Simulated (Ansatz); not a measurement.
CH$_{3}$FOSi

The calculation's input:

```
crystal:
  periodic: [false, false, false]
  atoms:
    - {symbol: C, position_ang: [-1.754512, 1.530885, -1.345503]}
    - {symbol: F, position_ang: [-1.053152, -0.932153, -2.441551]}
    - {symbol: O, position_ang: [-0.649068, -0.820039, 0.281694]}
    - {symbol: Si, position_ang: [-1.091563, -0.179179, -1.027675]}
    - {symbol: H, position_ang: [-1.109260, 2.056191, -2.058130]}
    - {symbol: H, position_ang: [-1.805428, 2.099936, -0.414782]}
    - {symbol: H, position_ang: [-2.754441, 1.468370, -1.788653]}
basis:
  gaussian:
    orbitals: def2-TZVPD
hamiltonian:
  xc: pbe0
output:
  forces: true
  orbitals: {seedname: orbitals}
```

Command:

```sh
ansatz run input.yaml --threads 1 --pin off --max-ram 2610MiB --events-out events.jsonl --progress --plain --runs-dir runs
```

Geometry: B3LYP/6-31G*.

All numbers below come from Ansatz, isolated molecule in a Gaussian basis; Kohn-Sham density functional theory, functional PBE0.

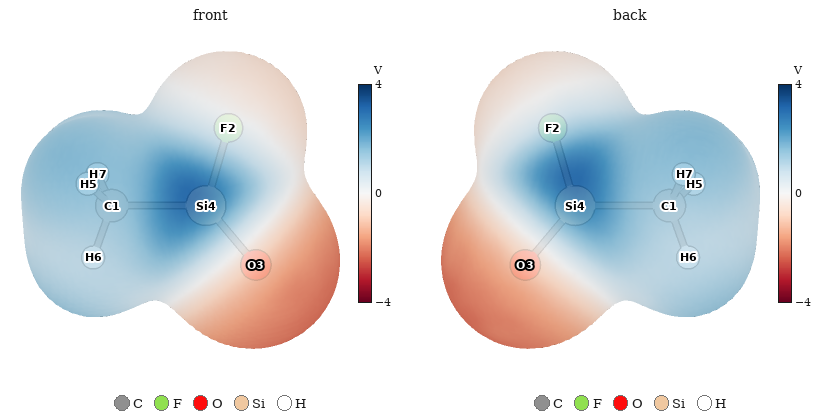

Figure 1. The electrostatic potential painted on the density surface at 0.002 e/bohr³, seen from the front and from behind; red is negative and blue positive.

Q: Describe the electrostatic potential map.

A: The most negative region (about −2.2 V, or −51 kcal/mol for a unit charge) lies over O3, the most positive (about +3.1 V, or +71 kcal/mol for a unit charge) over Si4. O3 is the likeliest acceptor of a hydrogen bond.

Q: How polar is the molecule by this calculation?

A: Its dipole moment is 4.46 D.

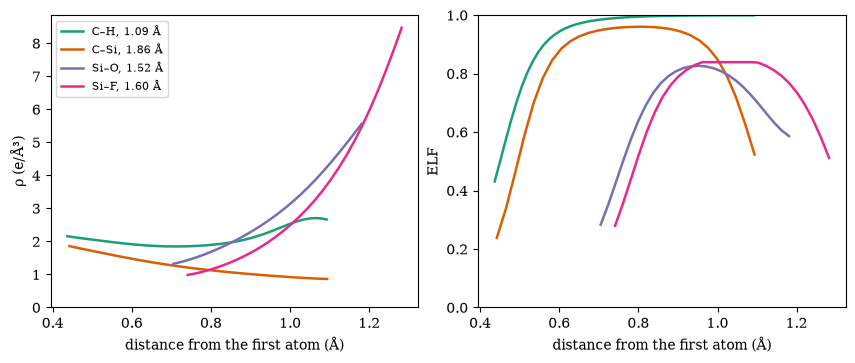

Figure 2. Electron density and electron localisation function along straight lines between neighbouring atoms. The curves leave out the atomic cores.

Q: Compare the contacts.

A: C–H (1.09 Å): ρ at the midpoint is about 2 e/Å³; the ELF climbs to about 1 towards the hydrogen, as it does in any bond to H: an ordinary covalent bond to hydrogen.
C–Si (1.86 Å): the density is about 0.98 e/Å³ at the midpoint; the ELF peaks at about 0.95 between the atoms, as expected for a covalent bond.
Si–O (1.52 Å): ρ at the midpoint is about 1.5 e/Å³; the ELF peaks at about 0.85 between the atoms, as expected for a polar covalent bond.
Si–F (1.60 Å): ρ at the midpoint is about 1.2 e/Å³; the ELF peaks at about 0.85 in the valence shell of F, 0.6 Å from its nucleus, and is about 0.50 at the midpoint.

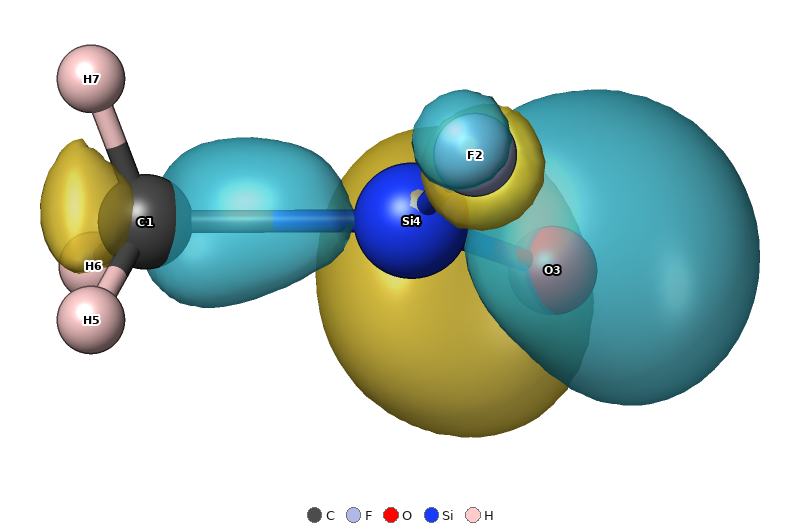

Figure 3. The HOMO at ±0.1 Å⁻³ᐟ² (yellow and cyan are the two phases), seen from one side.

Q: Describe this orbital and give its energy.

A: Its weight (Hirshfeld) is mainly on O3 (about 75 %) and Si4 (about 15 %); largely a lone pair of O3. Its energy is −8.51 eV.
